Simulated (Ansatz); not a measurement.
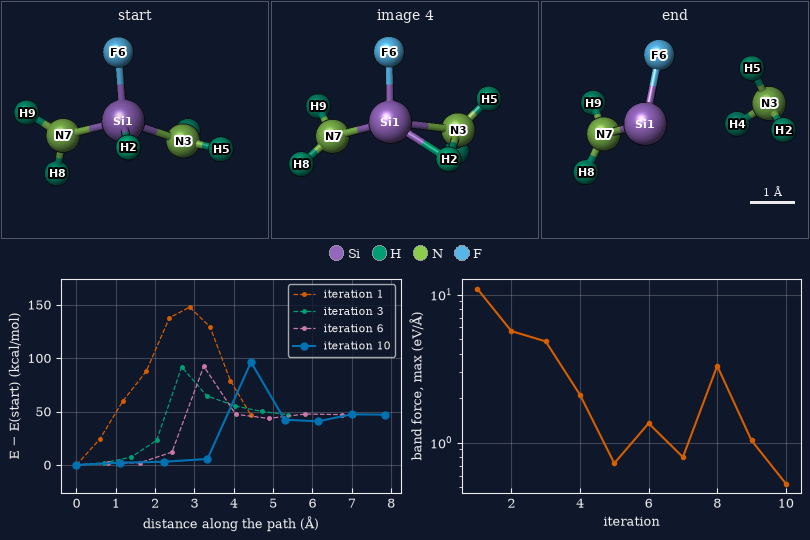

A search for the minimum-energy path of SiN2H5F by the nudged elastic band. Images are numbered from 0 (start) to 8 (end). The plot follows the band through its iterations. Style: ball-and-stick. Shown from a free direction.

Method: RHF/def2-SVP in Ansatz 0.2.0. Settings: 7 movable images; climbing image; force threshold 0.05 eV/Å; iteration limit 10; starting path through a guess of the saddle point.

How did the profile develop, and is the result final?

Answer. The result isn't final. The band hadn't converged when the run stopped after 10 iterations. The largest component of the band force went from 11 to 0.53 eV/Å. The barrier read from it is provisional: over the last two iterations the highest image moved from 86.9 kcal/mol to 96.3 kcal/mol. The iteration limit was low. The first iteration put the highest image at 147.8 kcal/mol. The highest point, image 4, lies 96.3 kcal/mol above the start and 49.2 kcal/mol above the end; the end is at +47.1 kcal/mol relative to the start.

Limits of the set-up: Hartree-Fock leaves out electron correlation.

Cost: 67 s on 1 thread of Arm Neoverse V2 (shared host), peak memory 0.15 GiB.
